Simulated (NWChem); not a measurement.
# BH2O (SMILES [BH]O): UB3LYP/pcseg-0

What is the electronic atomisation energy of BH2O at UB3LYP/pcseg-0? 

Program for the calculation: NWChem 7.3.0.

## Step 1: Starting point

The species is BH2O (4 atoms), meant as a doublet with charge 0. SMILES: `[BH]O`. Geometry: relaxed at PBE0-D4/def2-TZVP.

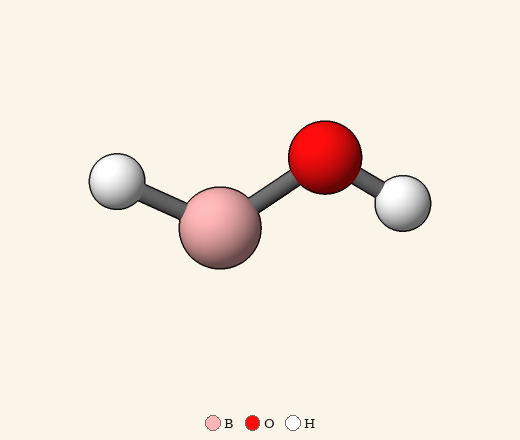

Viewed from a chosen angle; boron pink, oxygen red, hydrogen white.

## Step 2: The energy at UB3LYP/pcseg-0 (run 1)

File calc.xyz:

```xyz
4
BH2O
B     -0.006100    -0.485500     0.388300
O      0.119700     0.544500    -0.448600
H     -1.064200    -1.032400     0.540300
H      1.006100     0.913200    -0.500300
```

File calc.nw:

```
start calc
title "BH2O"
memory 2200 mb

geometry noautosym nocenter noautoz
   load calc.xyz
end

basis spherical bse
   * library pcseg-0
end

dft
   xc b3lyp
   mult 2
   grid fine
   convergence energy 1e-08
   iterations 100
   mulliken
   print low
end

task dft
```

The run is started by

```
$ nwchem calc.nw > calc.out
```

Output (excerpt; [...] marks lines left out):

```text
[...]
 d= 0,ls=0.0,diis     1   -100.9051466443 -1.27D+02  2.60D-02  8.01D-02     0.1
[...]
 d= 0,ls=0.0,diis     9   -100.9568228772 -9.30D-09  3.79D-06  4.62D-09     0.7
[...]
         Total DFT energy =     -100.956822877153
      One electron energy =     -188.069814231270
           Coulomb energy =       74.490053303480
    Exchange-Corr. energy =      -13.318760259440
 Nuclear repulsion energy =       25.941698310077
[...]
      Total Density - Mulliken Population Analysis
     ---------------------------------------------
    Atom       Charge   Shell Charges
 -----------   ------   -------------------------------------------------------
    1 B    5     4.82   1.98  0.73  0.43  0.99  0.68
    2 O    8     8.57   1.98  0.99  0.86  2.09  2.65
    3 H    1     1.02   0.59  0.42
    4 H    1     0.60   0.52  0.08
[...]
      <S2> =      0.7511 (Exact =     0.7500)
[...]
```

Run time: 1.2 s. Hardware: 1 thread of AMD EPYC 9R45 (Zen 5), shared host; peak memory 0.11 GiB.

## Step 3: The B atom (run 2)

File b.nw:

```
start b
title "B energy"
memory stack 880 mb heap 220 mb global 1100 mb
charge 0
geometry noautosym nocenter noautoz
  B      0.000000     0.000000     0.000000
end
basis spherical bse
  B library pcseg-0
end
dft
  xc b3lyp
  mult 2
  grid fine
  convergence energy 1e-08
  iterations 100
  mulliken
  print low
end
task dft energy
```

Run the same way, it converges to -24.60494 Eh (log not shown).

Run 3 isn't shown in full; the table further down has it.

## Step 4: The O atom at the same level (run 4)

File geom.nw:

```
start geom
memory stack 880 mb heap 220 mb global 1100 mb

geometry noautosym nocenter noautoz
O      0.000000     0.000000     0.000000
end

basis spherical bse
* library pcseg-0
end

dft
xc b3lyp
mult 3
grid fine
convergence energy 1e-08
maxiter 100
mulliken
print low
end

task dft energy
```

The run is started by

```
$ nwchem geom.nw > geom.out
```

Output (excerpt; [...] marks lines left out):

```text
[...]
 d= 0,ls=0.0,diis     1    -74.8497865235 -7.48D+01  2.10D-02  8.40D-02     0.0
[...]
 d= 0,ls=0.0,diis     6    -74.8681873658 -3.10D-09  2.54D-07  8.48D-12     0.1
[...]
         Total DFT energy =      -74.868187365805
      One electron energy =     -103.035469593837
           Coulomb energy =       36.636279641336
    Exchange-Corr. energy =       -8.468997413304
 Nuclear repulsion energy =        0.000000000000
[...]
      Total Density - Mulliken Population Analysis
     ---------------------------------------------
    Atom       Charge   Shell Charges
 -----------   ------   -------------------------------------------------------
    1 O    8     8.00   1.99  1.07  0.94  1.88  2.12
     --------------------------------------------
      Spin Density - Mulliken Population Analysis
     --------------------------------------------
    Atom       Charge   Shell Charges
 -----------   ------   -------------------------------------------------------
    1 O    8     2.00   0.00  0.05 -0.05  0.98  1.02
[...]
      <S2> =      2.0011 (Exact =     2.0000)
[...]
```

It took 0.56 s on 1 thread of AMD EPYC 9R45 (Zen 5), shared host; peak memory 0.1 GiB.

## Step 5: Overview of the runs

| run | partner | energy (Eh) | ⟨S²⟩ | wall time |
| --- | --- | --- | --- | --- |
| 1 | base | -100.956823 | 0.751 | 1.2 s |
| 2 | atoms | -24.604940 | 0.750 | 0.56 s |
| 3 | atoms | -0.498973 | 0.750 | 0.52 s |
| 4 | atoms | -74.868187 | 2.001 | 0.56 s |

## Step 6: Outcome

At UB3LYP/pcseg-0:

| quantity | value |
| --- | --- |
| O atom: total energy | -74.86819 Eh |
| O atom: ⟨S²⟩ | 2.001 |
| electronic atomisation energy | 13.218 eV |

Taking the molecule apart into free atoms costs 13.22 eV (1275 kJ/mol), before zero-point energy and without spin-orbit coupling. The basis has no polarisation functions, which makes bonds too weak. All runs together took 2.8 s, the longest 1.2 s.
